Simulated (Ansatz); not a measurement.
## AlHBr₂: single-point calculation

The run: single-point calculation of AlHBr₂, SMILES [Br][AlH][Br]. Method and program: RKS HSE06-D4/def2-TZVPP (Ansatz 0.2.0).

The geometry comes from this level: PBE0-D4/def2-TZVP.

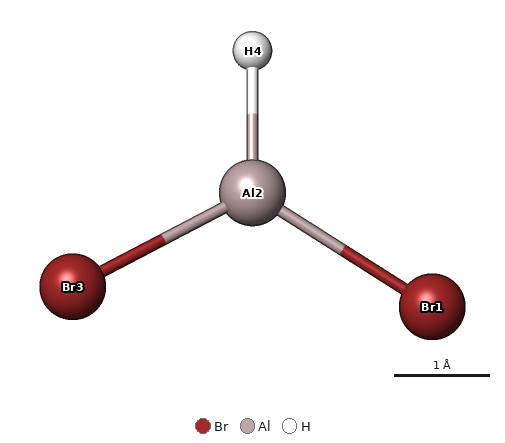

**Figure 1.** The structure (ball-and-stick view, seen at a tilt; atoms are numbered from 1 in the order of the input). Sticks mark near contacts. Bond lengths as drawn: Al–Br 2.24 Å and Al–H 1.57 Å.

Summary

```tsv
quantity	value
outcome	converged
total energy	−146690.4830 eV
mean-field energy	−146690.3974 eV
dispersion energy	−0.0856 eV
SCF solution under orbital rotations	stable
HOMO	−8.26 eV
LUMO	−2.02 eV
hardware	2 CPU threads, shared host
wall time	2.4 s (CPU time 4.4 s)
peak memory	0.45 GiB
```

The input
```yaml
crystal:
  periodic: [false, false, false]
  atoms:
    - {symbol: Br, position_ang: [-2.030640, 0.114174, -0.669428]}
    - {symbol: Al, position_ang: [0.108595, 0.140700, -0.001479]}
    - {symbol: Br, position_ang: [1.055386, -1.792968, 0.621067]}
    - {symbol: H, position_ang: [0.922159, 1.477796, 0.029540]}
basis:
  gaussian: {orbitals: def2-TZVPP}
hamiltonian: {xc: hse06, dispersion: d4}
output: {orbitals: {seedname: orbitals}}
```

What the program printed
```
Functional definition: HSE06
  name "HSE06"
  cite "Heyd, Scuseria & Ernzerhof, J. Chem. Phys. 118, 8207 (2003) doi:10.1063/1.1564060"
  cite "Krukau, Vydrov, Izmaylov & Scuseria, J. Chem. Phys. 125, 224106 (2006) doi:10.1063/1.2404663"
  cite "Heyd & Scuseria, J. Chem. Phys. 120, 7274 (2004) doi:10.1063/1.1668634"
  cite "Ernzerhof & Perdew, J. Chem. Phys. 109, 3313 (1998) doi:10.1063/1.476928"
  cite "Perdew, Burke & Ernzerhof, Phys. Rev. Lett. 77, 3865 (1996) doi:10.1103/PhysRevLett.77.3865"
  parent pbe
  parameter a = 0.25
  parameter omega = 0.11/bohr
  # The whole range is PBE's own exchange, as in plane waves. The composition of these papers is wPBEh.
  exchange = pbe_x - a*pbe_x_sr(omega) + a*exact_x_sr(omega)
  correlation = pbe_c
1185 factors; their error is unknown
73 factors; integrals over basis functions are off by at most 8.6e-7 eV
mean field evaluation 1: about -146689.0255 eV, gradient 1.3e1 eV
mean field evaluation 2: about -146689.3155 eV, gradient 9.1e0 eV
mean field evaluation 4: about -146689.5203 eV, gradient 4.9e-1 eV
mean field evaluation 8: about -146690.3972 eV, gradient 5.3e-1 eV
mean field evaluation 16: about -146690.3974 eV, gradient 6.4e-5 eV
mean field -146690.39738392 eV, -5390.7726735367 hartree, gradient 6.4e-5 eV, S^2 0.000000; 0 other end points of the search recorded, 0 dependent functions left out
reference -146690.39741883 eV, -5390.7726748194 hartree; 42, 42 occupied and 110, 110 virtual orbitals, 1185 factors
Total energy: -146690.48299434 eV, -5390.7758196616 hartree
```

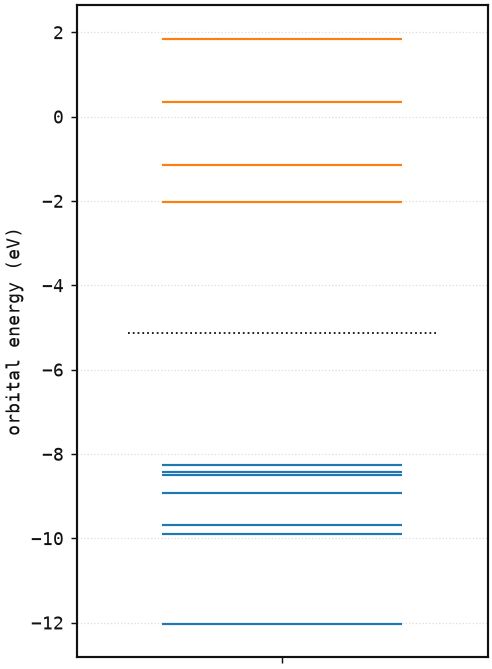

**Figure 2.** Orbital energies near the frontier; the dotted line parts filled from empty levels, and levels within 0.02 eV of each other stand side by side. Highest filled −8.26 eV, lowest empty −2.02 eV, 6.24 eV apart.
